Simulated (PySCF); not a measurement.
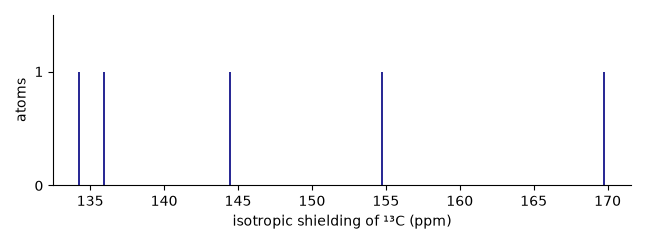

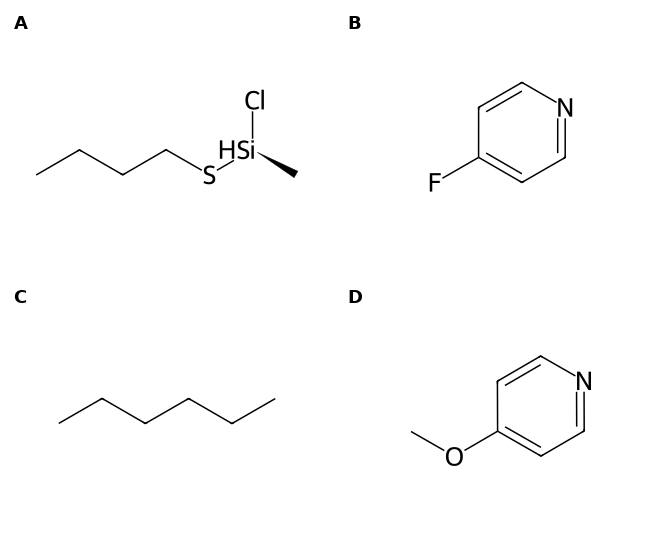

The sticks are computed shieldings of one of the molecules, for one fixed geometry (PBE0-D3(BJ)/def2-SVP) without averaging over rotations. Low shielding means a high chemical shift. Method: GIAO WP04/pcSseg-1 NMR shielding, non-relativistic, gas phase (PySCF 2.14.0).

### Which molecule gives this pattern?

A, `CCCCS[Si@H](C)Cl`. Its 5 C atoms give lines at 134.3, 135.9, 144.4, 154.7, 169.8 ppm.
